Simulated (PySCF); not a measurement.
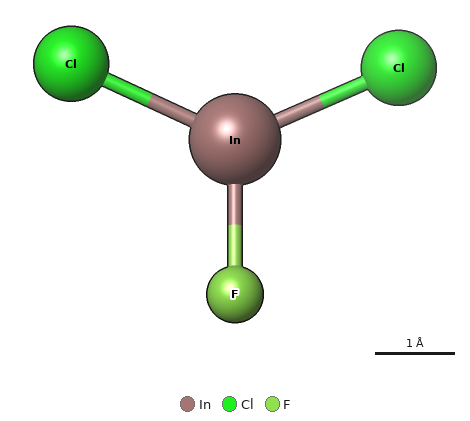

The structure (ball-and-stick view, seen on its broad side). Sticks mark near contacts. Bond lengths as drawn: Cl–In 2.29 Å and F–In 1.98 Å.

Property calculation, with input and output: InCl2F

System: InCl2F, SMILES [F][In]([Cl])[Cl].
Method: BLYP/x2c-TZVPall, RKS, sfX2C (PySCF 2.14.0).

The geometry comes from this level: GFN2-xTB.

**What the program printed**
```
converged SCF energy = -6904.62074664833
E(BLYP) = -6904.620746648
**** MO energy ****
MO #1   energy= -1018.45052436075  occ= 2
MO #2   energy= -152.602646310507  occ= 2
MO #3   energy= -137.080026568067  occ= 2
MO #4   energy= -137.077838466356  occ= 2
MO #5   energy= -137.077720676063  occ= 2
MO #6   energy= -101.081954502332  occ= 2
MO #7   energy= -101.081933046352  occ= 2
MO #8   energy= -29.0147091174097  occ= 2
MO #9   energy= -24.2633738537617  occ= 2
MO #10  energy= -23.9281307323431  occ= 2
MO #11  energy= -23.9212208956485  occ= 2
MO #12  energy= -23.9212188859889  occ= 2
MO #13  energy= -15.9771157578164  occ= 2
MO #14  energy= -15.9754528394803  occ= 2
MO #15  energy= -15.9754251832817  occ= 2
MO #16  energy= -15.9708500682349  occ= 2
MO #17  energy= -15.9708479518247  occ= 2
MO #18  energy= -9.24538464512762  occ= 2
MO #19  energy= -9.24536204645759  occ= 2
MO #20  energy= -7.01388825036672  occ= 2
MO #21  energy= -7.01386462935804  occ= 2
MO #22  energy= -7.00737207655233  occ= 2
MO #23  energy= -7.00735121515461  occ= 2
MO #24  energy= -7.00655228150594  occ= 2
MO #25  energy= -7.0065299494084   occ= 2
MO #26  energy= -4.4587861648525   occ= 2
MO #27  energy= -2.9449977873328   occ= 2
MO #28  energy= -2.93703646803257  occ= 2
MO #29  energy= -2.93498549335124  occ= 2
MO #30  energy= -1.01739257924567  occ= 2
MO #31  energy= -0.795062024298645 occ= 2
MO #32  energy= -0.784473135047438 occ= 2
MO #33  energy= -0.756364211716842 occ= 2
MO #34  energy= -0.753807365835593 occ= 2
MO #35  energy= -0.749201072602918 occ= 2
MO #36  energy= -0.721283817733014 occ= 2
MO #37  energy= -0.72108193913502  occ= 2
MO #38  energy= -0.423996619727276 occ= 2
MO #39  energy= -0.353417267038468 occ= 2
MO #40  energy= -0.348774341246225 occ= 2
MO #41  energy= -0.326200233839787 occ= 2
MO #42  energy= -0.311462640014474 occ= 2
MO #43  energy= -0.307262663787817 occ= 2
MO #44  energy= -0.300081511726663 occ= 2
MO #45  energy= -0.298306574367315 occ= 2
MO #46  energy= -0.296673051674661 occ= 2
MO #47  energy= -0.145082371605889 occ= 0
MO #48  energy= -0.0892988863154002 occ= 0
MO #49  energy= -0.00537168509845876 occ= 0
MO #50  energy= 0.0264493705927051 occ= 0
MO #51  energy= 0.0762453214171014 occ= 0
MO #52  energy= 0.127921946328471  occ= 0
MO #53  energy= 0.132667192803069  occ= 0
MO #54  energy= 0.13669053383557   occ= 0
MO #55  energy= 0.144851484795689  occ= 0
MO #56  energy= 0.147414746428925  occ= 0
MO #57  energy= 0.148802869752709  occ= 0
MO #58  energy= 0.205090534853952  occ= 0
MO #59  energy= 0.238045731661026  occ= 0
MO #60  energy= 0.310531121176506  occ= 0
MO #61  energy= 0.32307333543253   occ= 0
MO #62  energy= 0.330667332061962  occ= 0
MO #63  energy= 0.338982682410649  occ= 0
MO #64  energy= 0.339470581401237  occ= 0
MO #65  energy= 0.355084492947508  occ= 0
MO #66  energy= 0.36006502892792   occ= 0
MO #67  energy= 0.381842966593773  occ= 0
MO #68  energy= 0.381967443027904  occ= 0
MO #69  energy= 0.397418096306795  occ= 0
MO #70  energy= 0.463966889937444  occ= 0
MO #71  energy= 0.468712162681182  occ= 0
MO #72  energy= 0.49060039536024   occ= 0
MO #73  energy= 0.498240941945954  occ= 0
MO #74  energy= 0.53741423953842   occ= 0
MO #75  energy= 0.546207494499752  occ= 0
MO #76  energy= 0.606084115833055  occ= 0
MO #77  energy= 0.625625025846096  occ= 0
MO #78  energy= 0.725003492102998  occ= 0
MO #79  energy= 0.730405248726179  occ= 0
MO #80  energy= 0.747646649791055  occ= 0
MO #81  energy= 0.757758175211906  occ= 0
MO #82  energy= 0.794427664068372  occ= 0
MO #83  energy= 0.832243123106762  occ= 0
MO #84  energy= 0.834969928759243  occ= 0
MO #85  energy= 0.877374909317515  occ= 0
MO #86  energy= 0.889110246533849  occ= 0
MO #87  energy= 0.919519697510053  occ= 0
MO #88  energy= 0.951411657373638  occ= 0
MO #89  energy= 0.979145970668781  occ= 0
MO #90  energy= 0.997410248666529  occ= 0
MO #91  energy= 1.10100346816755   occ= 0
MO #92  energy= 1.18042707134551   occ= 0
MO #93  energy= 1.2164821934153    occ= 0
MO #94  energy= 1.63738198090231   occ= 0
MO #95  energy= 1.64190215009841   occ= 0
MO #96  energy= 1.66001084621221   occ= 0
MO #97  energy= 1.66141892278223   occ= 0
MO #98  energy= 1.72167683539596   occ= 0
MO #99  energy= 1.74328222945356   occ= 0
MO #100 energy= 1.75733621226891   occ= 0
MO #101 energy= 1.76625248625684   occ= 0
MO #102 energy= 1.7732799516425    occ= 0
MO #103 energy= 1.78304301188922   occ= 0
MO #104 energy= 1.90819347583118   occ= 0
MO #105 energy= 1.91475922586707   occ= 0
MO #106 energy= 1.91992347327509   occ= 0
MO #107 energy= 1.92116025821801   occ= 0
MO #108 energy= 1.94542290986107   occ= 0
MO #109 energy= 1.96108258720608   occ= 0
MO #110 energy= 1.96200643971829   occ= 0
MO #111 energy= 1.99171816825583   occ= 0
MO #112 energy= 1.99265678320292   occ= 0
MO #113 energy= 1.99596763958338   occ= 0
MO #114 energy= 1.99618404003358   occ= 0
MO #115 energy= 2.04128191072839   occ= 0
MO #116 energy= 2.04444626872306   occ= 0
MO #117 energy= 2.05453885306351   occ= 0
MO #118 energy= 2.07857775657776   occ= 0
MO #119 energy= 2.08157383687446   occ= 0
MO #120 energy= 2.09971709665762   occ= 0
MO #121 energy= 2.10273818985422   occ= 0
MO #122 energy= 2.12986778823074   occ= 0
MO #123 energy= 2.1663211565168    occ= 0
MO #124 energy= 2.23562332474836   occ= 0
MO #125 energy= 2.26599611482354   occ= 0
MO #126 energy= 2.27244964957629   occ= 0
MO #127 energy= 2.30026484231907   occ= 0
MO #128 energy= 2.35554007467904   occ= 0
MO #129 energy= 2.4224186998211    occ= 0
MO #130 energy= 2.45383468396045   occ= 0
MO #131 energy= 2.47377707147423   occ= 0
MO #132 energy= 2.48683344306561   occ= 0
MO #133 energy= 2.50471409584891   occ= 0
MO #134 energy= 2.5208877519877    occ= 0
MO #135 energy= 2.56228703020517   occ= 0
MO #136 energy= 2.74263620519415   occ= 0
MO #137 energy= 2.81506773013535   occ= 0
MO #138 energy= 3.06045048316894   occ= 0
MO #139 energy= 3.13529140266373   occ= 0
MO #140 energy= 3.24794539230908   occ= 0
MO #141 energy= 3.34261795188197   occ= 0
MO #142 energy= 3.81401338479536   occ= 0
MO #143 energy= 4.72204629161475   occ= 0
MO #144 energy= 6.77457324948461   occ= 0
MO #145 energy= 6.7775736287016    occ= 0
MO #146 energy= 6.77787627584693   occ= 0
MO #147 energy= 6.78185856327043   occ= 0
MO #148 energy= 6.78200285248154   occ= 0
MO #149 energy= 6.79185468229211   occ= 0
MO #150 energy= 6.79591708956396   occ= 0
MO #151 energy= 8.14592551428177   occ= 0
MO #152 energy= 8.15448561976616   occ= 0
MO #153 energy= 8.26397068703344   occ= 0
MO #154 energy= 8.3033656899242    occ= 0
MO #155 energy= 8.52393671323013   occ= 0
MO #156 energy= 11.911867331195    occ= 0
MO #157 energy= 11.9283524016462   occ= 0
MO #158 energy= 11.9366633156445   occ= 0
MO #159 energy= 11.9393034919521   occ= 0
MO #160 energy= 12.1116233040344   occ= 0
MO #161 energy= 12.1258384070583   occ= 0
MO #162 energy= 24.2310282779927   occ= 0
MO #163 energy= 24.2860736581784   occ= 0
MO #164 energy= 56.2059998897867   occ= 0
MO #165 energy= 66.1117441033962   occ= 0
 ** Mulliken atomic charges  **
charge of    0In =      1.00749
charge of    1Cl =     -0.25453
charge of    2Cl =     -0.25449
charge of    3F =     -0.49847
Dipole moment(X, Y, Z, Debye):  0.81234,  1.37135,  0.02312
Traceless quadrupole moment (Debye*A):
```

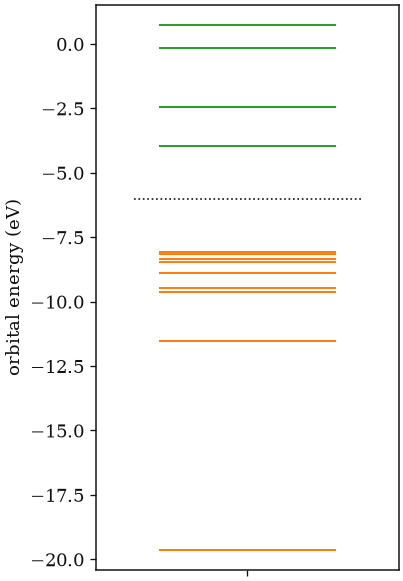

Orbital energies near the frontier; the dotted line parts filled from empty levels, and levels within 0.02 eV of each other stand side by side. Highest filled −8.07 eV, lowest empty −3.95 eV, 4.12 eV apart.

This output came from the following input.

**Input file (job.py)**
```python
# InCl2F
from pyscf import gto, dft

molecule = gto.M(
    atom='''
In     0.011420     0.019530     0.004260
Cl     2.285790    -0.233540     0.013090
Cl    -1.299600     1.894950    -0.018080
F     -0.997610    -1.680940     0.000730
''',
    max_memory=1860,
    spin=0,
    verbose=3,
    basis='x2c-tzvpall',
)

mf = dft.RKS(molecule)
mf.xc = 'blyp'
mf = mf.x2c()
mf.conv_tol = 1e-10
mf.grids.level = 4
mf.kernel()
if not mf.converged:
    mf = mf.newton().run(mf.mo_coeff, mf.mo_occ)

e_tot = mf.e_tot
print('E(%s) = %.9f' % ('BLYP', e_tot))
mf.analyze()
quad = mf.quad_moment()
```

Launched with:
```bash
OMP_NUM_THREADS=1 python job.py
```

**Summary**

| quantity | value |
| --- | --- |
| outcome | converged |
| total energy | −6904.620747 hartree |
| basis functions | 165 |
| HOMO | −8.07 eV |
| LUMO | −3.95 eV |
| dipole moment | 1.59 D |
| hardware | 1 thread of Arm Neoverse V1, 24 GiB of memory available, shared host |
| wall time | 51 s |
| peak memory | 1.3 GiB |
